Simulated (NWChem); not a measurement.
**GeCl2 (SMILES Cl[Ge]Cl): B3LYP/6-31G(d) (spherical functions)**

What is the energy change on altering one bond length of GeCl2 at B3LYP/6-31G* (spherical functions)? 

The results are computed with NWChem 7.3.0.

4 further runs of the same task are left out: 4 that didn't finish.

## 1. The system as given

GeCl2 has 3 atoms, charge 0, and is taken as a singlet. As SMILES, `Cl[Ge]Cl`. Geometry: relaxed at PBE0-D4/def2-TZVP.

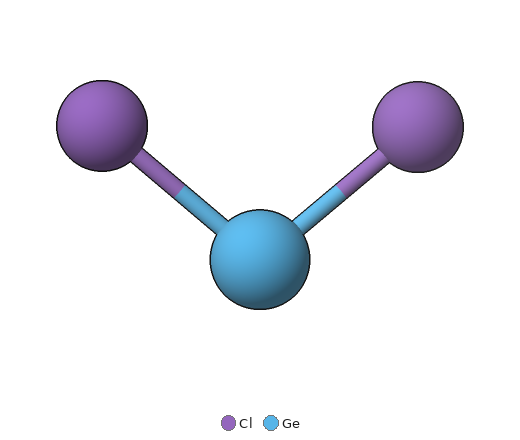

Viewed from a chosen angle; chlorine purple, germanium blue.

## 2. Energy and forces at B3LYP/6-31G(d) (spherical functions)

Input file geom.xyz:

```xyz
3
Cl2Ge
Cl    -0.065420    -1.681680     0.422740
Ge    -0.421210     0.067170    -0.832020
Cl     0.486630     1.614500     0.409270
```

Input file run.py:

```python
from ase.io import read
from ase.calculators.nwchem import NWChem

system = read('geom.xyz')

calc = NWChem(
    label='geom',
    theory='dft',
    memory='2200 mb',
    basis='6-31G*',
    basispar='spherical bse',
    dft={'xc': 'b3lyp', 'mult': '1', 'grid': 'xfine', 'convergence': 'energy 1e-08', 'iterations': '100', 'mulliken': None},
)
system.calc = calc

forces = system.get_forces()
print("Total energy (eV):", round(system.get_potential_energy(), 6))
print("forces (eV/A):")
for s, f in zip(system.symbols, forces):
    print(f"{s:2s} {f[0]:10.5f} {f[1]:10.5f} {f[2]:10.5f}")
print("dipole (e A):", system.get_dipole_moment().round(4))
```

On the command line:

```console
$ export ASE_NWCHEM_COMMAND="nwchem PREFIX.nwi > PREFIX.nwo"
$ python run.py
```

Log:

```text
Total energy (eV): -81559.072587
forces (eV/A):
Cl    0.07096   -0.49823    0.29902
Ge   -0.30118    0.04736   -0.59470
Cl    0.23022    0.45087    0.29568
dipole (e A): [-0.1979  0.0316 -0.3909]
```

The calculator wrote geom.nwi:

```
title "geom"

permanent_dir geom

scratch_dir geom

start geom

geometry units angstrom nocenter noautosym noautoz
  Cl -6.5420000000000006e-02 -1.6816800000000001e+00 4.2274000000000000e-01
  Ge -4.2120999999999997e-01 6.7169999999999994e-02 -8.3201999999999998e-01
  Cl 4.8663000000000001e-01 1.6145000000000000e+00 4.0927000000000002e-01
end

memory 2200 mb

basis spherical bse noprint
   * library 6-31G*
end

dft
  xc b3lyp
  mult 1
  grid xfine
  convergence energy 1e-08
  iterations 100
  mulliken
end

task dft gradient
```

geom.nwo:

```text
Northwest Computational Chemistry Package (NWChem) 7.3.0
             --------------------------------------------------------

           Job information
           ---------------

    nwchem branch   = 7.3.0
    use scalapack   = T
    input           = geom.nwi
    prefix          = geom.
    data base       = geom/geom.db
    status          = startup
    nproc           =        1

           Memory information
           ------------------

    heap     =     72089600 doubles =      550.0 Mbytes
    stack    =     72089597 doubles =      550.0 Mbytes
    global   =    144179200 doubles =     1100.0 Mbytes (distinct from heap & stack)
    total    =    288358397 doubles =     2200.0 Mbytes
    verify   = yes
    hardfail = no

           Directory information
           ---------------------

  0 permanent = geom
  0 scratch   = geom

[... 79 lines left out ...]
  convergence criterion.
[... 17 lines left out ...]
          Convergence on gradient requested:  5.00D-04
[... 25 lines left out ...]
          Convergence aids based upon iterative change in
[... 28 lines left out ...]
 1-e energy   =   -4782.380566
[... 46 lines left out ...]
         Total DFT energy =    -2997.240659267040
[... 2 lines left out ...]
    Exchange-Corr. energy =     -135.627801126586
[... 548 lines left out ...]
          Convergence on energy requested:  1.00D-08
[... 23 lines left out ...]
          Spatial weights used:  Erf1
[... 4 lines left out ...]
          total energy or number of iterations.
[... 18 lines left out ...]
                            NWChem DFT Gradient Module
                            --------------------------

                                       geom

  charge          =   0.00
  wavefunction    = closed shell

                         DFT ENERGY GRADIENTS

    atom               coordinates                        gradient
                 x          y          z           x          y          z
   1 Cl     -0.123626  -3.177914   0.798863   -0.001380   0.009689  -0.005815
   2 Ge     -0.795971   0.126933  -1.572290    0.005857  -0.000921   0.011565
   3 Cl      0.919597   3.050963   0.773408   -0.004477  -0.008768  -0.005750

                 ----------------------------------------
                 |  Time  |  1-e(secs)   |  2-e(secs)   |
                 ----------------------------------------
                 |  CPU   |       0.00   |       3.06   |
                 ----------------------------------------
                 |  WALL  |       0.00   |       3.06   |
                 ----------------------------------------

 Task  times  cpu:       12.7s     wall:       12.7s
 Total times  cpu:       12.7s     wall:       12.7s
```

Run time: 14 s. Hardware: 1 thread of Intel Xeon 6975P-C (Granite Rapids), shared host; peak memory 0.12 GiB.

## 3. The distorted shape: a single-point energy at B3LYP/6-31G(d) (spherical functions)

Input file job.nw:

```
echo
start job
title "Cl2Ge"
memory 2200 mb

geometry units angstroms noautosym nocenter noautoz
Cl     0.219208    -3.080741     1.426534
Ge    -0.421210     0.067170    -0.832020
Cl     0.486630     1.614500     0.409270
end

basis spherical bse
* library 6-31G*
end

dft
xc b3lyp
grid xfine
convergence energy 1e-08
maxiter 100
mulliken
noprint "final vectors analysis"
end

task dft energy
```

On the command line:

```console
$ nwchem job.nw > job.out
```

Log:

```text
[...]
          Wavefunction type:  closed shell.
          No. of atoms     :     3
          No. of electrons :    66
[...]
          Charge           :     0
          Spin multiplicity:     1
[...]
          AO basis - number of functions:    68
[...]
              XC Information
              --------------
                         B3LYP Method XC Potential
                     Hartree-Fock (Exact) Exchange  0.200
                        Slater Exchange Functional  0.800 local
                    Becke 1988 Exchange Functional  0.720 non-local
              Lee-Yang-Parr Correlation Functional  0.810
                  VWN I RPA Correlation Functional  0.190 local
[...]
 d= 0,ls=0.0,diis     1  -2996.9734812968 -3.23D+03  8.19D-02  5.59D-01     1.4
[...]
 d= 0,ls=0.0,diis    19  -2997.1290327980 -1.47D-10  2.67D-07  4.85D-11    17.1
         Total DFT energy =    -2997.129032797978
      One electron energy =    -4635.043123549229
           Coulomb energy =     1536.350638484170
    Exchange-Corr. energy =     -135.485463461574
 Nuclear repulsion energy =      237.048915728655
[...]
      Total Density - Mulliken Population Analysis
     ---------------------------------------------
    Atom       Charge   Shell Charges
 -----------   ------   -------------------------------------------------------
    1 Cl  17    17.49   2.00  2.00  5.97  1.40  3.48  0.60  2.03  0.00
    2 Ge  32    31.43   2.00  2.00  6.00  2.00  5.99  1.79  1.12  0.20  0.24  6.86  2.94  0.29
    3 Cl  17    17.07   2.00  2.00  5.97  1.43  3.58  0.52  1.56  0.01
[...]
```

Wall time 18 s (1 thread of Intel Xeon 6975P-C (Granite Rapids), shared host); peak memory 0.12 GiB.

## 4. Summary of results

At B3LYP/6-31G* (spherical functions):

| quantity | value |
| --- | --- |
| first shape: total energy | -2997.24066 Eh |
| first shape: dipole moment | 2.11 D |
| first shape: HOMO energy | -7.95 eV |
| first shape: LUMO energy | -3.33 eV |
| first shape: HOMO–LUMO gap | 4.62 eV |
| first shape: largest force on an atom | 0.668 eV/Å |
| distorted shape: total energy | -2997.12903 Eh |
| distorted shape: dipole moment | 9.12 D |
| energy change with the Cl1–Ge2 bond stretched from 2.182 to 3.927 Å | 3.038 eV |

What this shows: One bond (distorted shape) is far stretched, which a spin-restricted single reference describes badly; a broken-symmetry solution may lie lower. With the Cl1–Ge2 bond stretched from 2.182 to 3.927 Å the energy rises by 3.04 eV (70 kcal/mol). The first shape isn't relaxed at this level, so the change isn't measured from a minimum. A restricted reference can't describe the breaking bond well at this length. The largest force (first shape) is 0.67 eV/Å: the shape isn't a stationary point for this species at this level. Mulliken charges (distorted shape) run from -0.49 on Cl1 to +0.57 on Ge2; they depend strongly on the basis.
